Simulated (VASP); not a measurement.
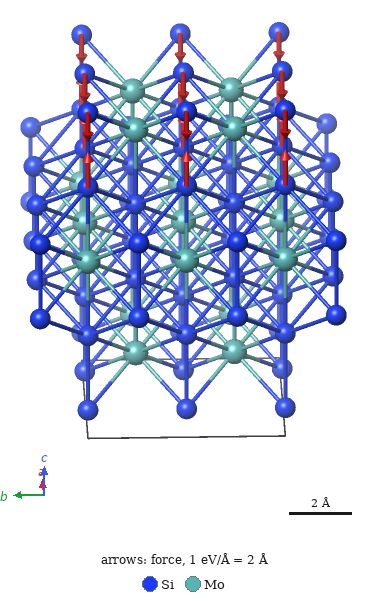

Starting geometry of a slab of composition Si$_{2}$Mo with the computed forces as red arrows. A ball-and-stick model of the 2 × 2 repeat of the cell, outlined in the plane, without the vacuum, seen from a free direction.

The run lets the atoms move in a fixed cell. 4 atoms are held fixed.

Level of theory: VASP 6.6.1, Kohn-Sham DFT of a periodic cell, RPBE, VASP PAW PBE potentials, recommended.

The input:
```
SYSTEM = Si2Mo
PREC = Accurate
ENCUT = 520
EDIFF = 1E-6
ISMEAR = -1
SIGMA = 0.05
LREAL = .FALSE.
LASPH = .TRUE.
NELM = 60
ALGO = Normal
ISIF = 2
LWAVE = .FALSE.
LCHARG = .FALSE.
LDIPOL = .TRUE.
IDIPOL = 3
DIPOL = 0.5 0.5 0.500
GGA = RP
IBRION = 2
NSW = 40
EDIFFG = -0.01
```

Command:
```bash
cat potpaw_PBE.64/Si/POTCAR potpaw_PBE.64/Mo_sv/POTCAR > POTCAR
mpirun -np 1 vasp_std > vasp.out
```

Q: What follows when this structure is relaxed?

A: It isn't relaxed: the largest force vector, on a Si atom, is 0.63 eV/Å. The atoms end up moving mostly along the starting forces (cosine between the two patterns 0.91). The energy falls by 24.1 meV per cell of the calculation in 11 geometry steps. Largest force component: 0.63 eV/Å at the start, 0.55 eV/Å at the end. The atom that moves furthest is a Si atom (0.045 Å along the normal (+c)). Largest moves by element: Si 0.045 Å, Mo 0.019 Å. The lattice vectors keep their values. Among the contacts that change: Si–Si 2.626 → 2.549 Å, Mo–Si 2.618 → 2.648 Å, Mo–Si 2.616 → 2.591 Å, Si–Si 2.626 → 2.646 Å.
